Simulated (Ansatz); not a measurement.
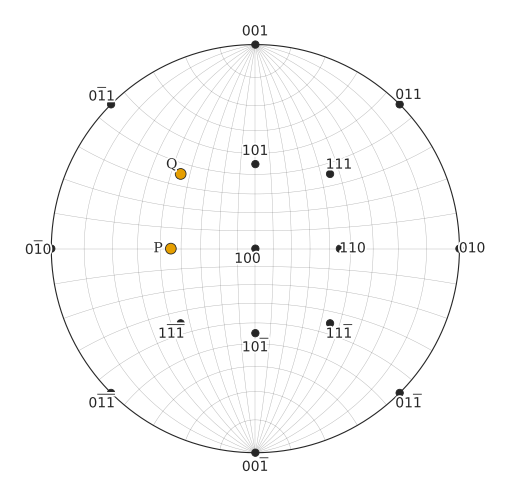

For SiC, coordinates from a relaxation with DFT PBE, scalar-relativistic, plane waves, PAW (Ansatz): stereographic projection of plane normals (upper hemisphere) centred on (1 0 0). Geometry calculated from the standardised cell; symmetry tolerance 0.002 Å.

a = 4.380 Å, b = 4.380 Å, c = 4.380 Å, α = 90.00°, β = 90.00°, γ = 90.00°.

Q: Index the poles marked P, Q.

A: P is (1 −1 0), 45.0° from the centre; Q is (1 −1 1), 54.7° from the centre.

Q: What is the angle between the normals of (1 −1 −1) and (1 1 0), and what are their d_hkl = 1/|g|?

A: 90.0°; d = 2.529 Å and 3.097 Å.
